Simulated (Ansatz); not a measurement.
**SiSe (SMILES [Si][Se]): B3LYP/STO-3G**

Aim: the energy change on altering one bond length of SiSe at B3LYP/STO-3G, from 2 runs. 

The calculation is run with Ansatz 0.2.0.

53 further runs of the same task are left out: 13 that didn't finish, 40 set aside as unsound or not needed.

## Step 1: The system as given

SiSe: 2 atoms, total charge 0, spin state singlet. SMILES: `[Si][Se]`. The coordinates come from a PBE0-D4/def2-TZVP relaxation.

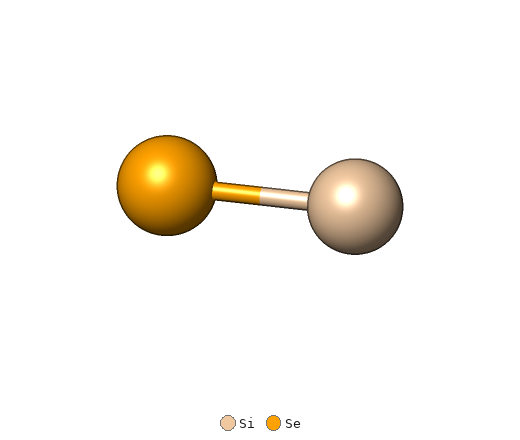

The structure, seen from a chosen angle (silicon light orange, selenium orange).

## Step 2: The energy at B3LYP/STO-3G

The input, input.yaml:

```yaml
crystal:
  periodic: [false, false, false]
  atoms:
    - symbol: Si
      position_ang: [0.000000, 0.000000, 0.031440]
    - symbol: Se
      position_ang: [-0.000000, -0.000000, 2.093090]
basis:
  gaussian: {orbitals: STO-3G}
accuracy: high
hamiltonian: {xc: {name: B3LYP}}
```

Launch:

```sh
ansatz run input.yaml --threads 1 --pin off --max-ram 3480MiB --events-out events.jsonl --progress --plain --runs-dir runs
```

The program printed:

```text
Warning: RAYON_NUM_THREADS=1 ignored (pool sized by the plan → 1); use --threads N
Functional definition: B3LYP
  name "B3LYP"
  parameter a0 = 0.2
  parameter ax = 0.72
  parameter ac = 0.81
  exchange = (1 - a0 - ax)*slater_x + ax*b88_x + a0*exact_x
  correlation = (1 - ac)*vwn_rpa_c + ac*lyp_c
372 factors; integrals over basis functions are off by at most 7.3e-9 eV
mean field evaluation 1: about -72405.3135 eV, gradient 2.5e1 eV
mean field evaluation 2: about -72362.2264 eV, gradient 9.6e1 eV
mean field evaluation 4: about -72409.1868 eV, gradient 6.3e-1 eV
mean field evaluation 8: about -72409.1818 eV, gradient 2.0e-2 eV
mean field evaluation 16: about -72409.1818 eV, gradient 2.5e-9 eV
mean field -72409.18184335 eV, -2660.9883520367 hartree, gradient 2.4e-9 eV, S^2 0.000000; 0 other end points of the search recorded, 0 dependent functions left out
reference -72409.18186708 eV, -2660.9883529088 hartree; 24, 24 occupied and 3, 3 virtual orbitals, 372 factors
Total energy: -72409.18186708 eV, -2660.9883529088 hartree
```

Wall time 1.1 s (1 thread of Arm Neoverse V1, shared host).

## Step 3: The distorted shape

The input, input.yaml:

```yaml
crystal:
  periodic: [false, false, false]
  atoms:
    - {symbol: Si, position_ang: [0.000000, 0.000000, -0.484010]}
    - {symbol: Se, position_ang: [-0.000000, -0.000000, 2.093090]}
basis:
  gaussian:
    orbitals: STO-3G
accuracy: high
hamiltonian:
  xc: {name: B3LYP}
```

Launch:

```sh
ansatz run input.yaml --threads 1 --pin off --max-ram 3480MiB --events-out events.jsonl --progress --plain --runs-dir runs
```

The program printed, shortened:

```text
Warning: RAYON_NUM_THREADS=1 ignored (pool sized by the plan → 1); use --threads N
[... 7 set-up lines as earlier in the session ...]
355 factors; integrals over basis functions are off by at most 1.2e-8 eV
mean field evaluation 1: about -72396.9155 eV, gradient 3.1e1 eV
mean field evaluation 2: about -72293.6929 eV, gradient 7.7e1 eV
mean field evaluation 4: about -72398.1479 eV, gradient 3.0e1 eV
mean field evaluation 8: about -72406.6087 eV, gradient 3.9e0 eV
mean field evaluation 16: about -72406.6521 eV, gradient 4.4e-4 eV
mean field -72406.65205226 eV, -2660.8953839290 hartree, gradient 2.8e-8 eV, S^2 0.000000; 0 other end points of the search recorded, 0 dependent functions left out
reference -72406.65207714 eV, -2660.8953848435 hartree; 24, 24 occupied and 3, 3 virtual orbitals, 355 factors
Total energy: -72406.65207714 eV, -2660.8953848435 hartree
```

Run time: 1.2 s. Hardware: 1 thread of Arm Neoverse V1, shared host; peak memory 0.089 GiB.

## Step 4: What came out

Level: B3LYP/STO-3G.

| quantity | value |
| --- | --- |
| first shape: total energy | -2660.98835 Eh |
| distorted shape: total energy | -2660.89538 Eh |
| energy change with the Si1–Se2 bond stretched from 2.062 to 2.577 Å | 2.530 eV |

With the Si1–Se2 bond stretched from 2.062 to 2.577 Å the energy rises by 2.53 eV (58 kcal/mol). The first shape isn't relaxed at this level, so the change isn't measured from a minimum. The minimal basis adds a large error of its own.
